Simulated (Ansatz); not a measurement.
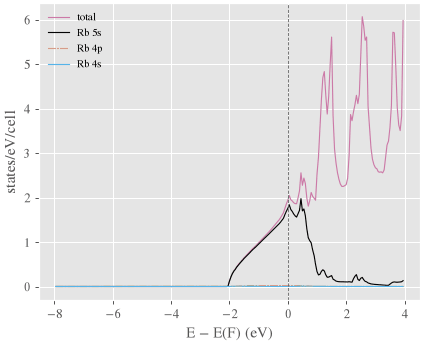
Figure: Total and projected density of states of Rb (hcp (Mg type), P6_3/mmc), PBEsol in the plane-wave PAW code Ansatz

Question: Which orbitals carry the states next to the Fermi level?

Answer: Within 0.5 eV of the Fermi level: Rb 5s 88 %, outside the projected shells 11 %. Projections are on Löwdin-orthogonalised atomic valence shells; empty p or d shells of many metals are not among them.

The first step of the workflow began from a Materials Project structure, measured or hypothetical; the Crystallography Open Database copy checked does not list it. It is not the phase usual at ambient conditions (space group No. 229). The cell was relaxed with PBEsol under the symmetry of its start; whether a distortion lowers the energy is not shown. Scalar-relativistic: spin–orbit coupling is off unless named, which matters more the heavier the elements.

Potentials: the later of the program's two PAW sets.
